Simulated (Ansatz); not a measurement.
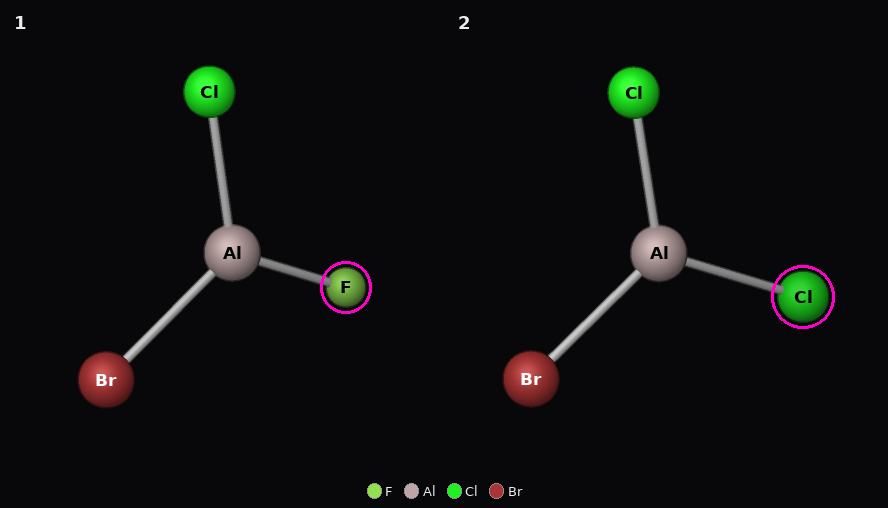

2 molecules with one skeleton, seen from the same side and at one scale; the atom that differs is circled. Each species is neutral and a spin singlet. Computed geometries: PBE0-D4/def2-TZVP optimisations, one conformation each. Properties computed with Ansatz 0.2.0.

One atom differs, called X below: F in panel 1, Cl in panel 2. Their formulas are AlBrClF (`[F][Al]([Cl])[Br]`), AlBrCl2 (`[Cl][Al]([Cl])[Br]`).

> In which is the length of X–Al larger (PBE0-D4/def2-TZVP)?

In panel 2 (X = Cl).

> In which is the dipole moment larger (B3LYP-D4/def2-TZVPP)?

In panel 1 (X = F).

Give the values. With PBE0-D4/def2-TZVP: length of X–Al (Å), angle X–Al–Br (°). With B3LYP-D4/def2-TZVPP: dipole moment (D), HOMO energy (Kohn–Sham orbital) (eV), HOMO–LUMO gap (eV).

| quantity | 1 (F) | 2 (Cl) | 2 − 1 |
| --- | --- | --- | --- |
| length of X–Al (Å) | 1.633 | 2.070 | +0.437 |
| angle X–Al–Br (°) | 119.2 | 120.2 | +1.0 |
| dipole moment (D) | 0.58 | 0.16 | −0.42 |
| HOMO energy (Kohn–Sham orbital) (eV) | −8.81 | −8.67 | +0.14 |
| HOMO–LUMO gap (eV) | 7.12 | 7.05 | −0.07 |
